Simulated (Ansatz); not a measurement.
Starting cell, MgB₂ (AlB2 type, space group P6/mmm):

```xyz
3
Lattice="3.0632 0.0000 0.0000 -1.5316 2.6528 0.0000 0.0000 0.0000 3.4999" Properties=species:S:1:pos:R:3 pbc="T T T"
Mg     0.0000     0.0000     0.0000
B      0.0000     1.7686     1.7499
B      1.5316     0.8843     1.7499
```

In this cell atom 3 (B, nearest neighbour B at 1.769 Å; its periodic images, 3.1 Å or more away, move with it) is moved by u·(1.000, 0.000, 0.000) + v·(0.000, 1.000, 0.000); the rest is frozen.

Computed with PBEsol (plane waves to 420 eV, PAW, scalar-relativistic; Ansatz, a quantum-chemistry and plane-wave program). k mesh 14×14×11 (Γ-centred), Fermi-Dirac smearing 0.05 eV. E stands for the smeared free energy. Compression counts positive. Points where atoms come too close for the PAW data are left out (x in tables, blank in figures). With partly filled bands, energies and forces of such displacements shift with the k mesh and the smearing. MgB2 was relaxed with its symmetry unable to fall. ΔE is measured from the undisplaced structure. Axes are in Å.

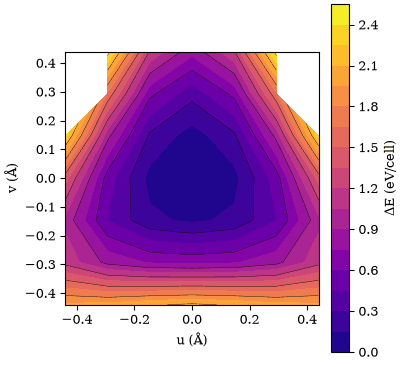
Figure. ΔE (eV/cell) over the 7×7 grid of computed points.

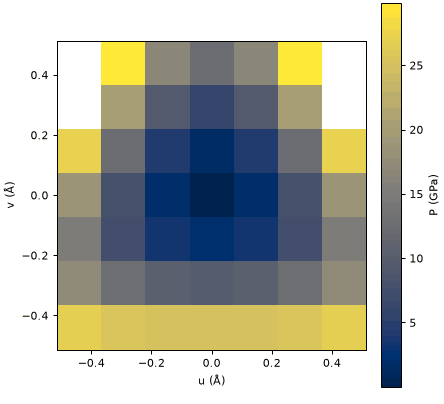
P (GPa) over the 7×7 grid of computed points.

Lowest place on the grid: u = 0.000 Å, v = 0.000 Å (0 meV/cell).

(A displaced cell: forces are minus the slopes of the energy, force constants its curvatures, and phonons follow from these.)
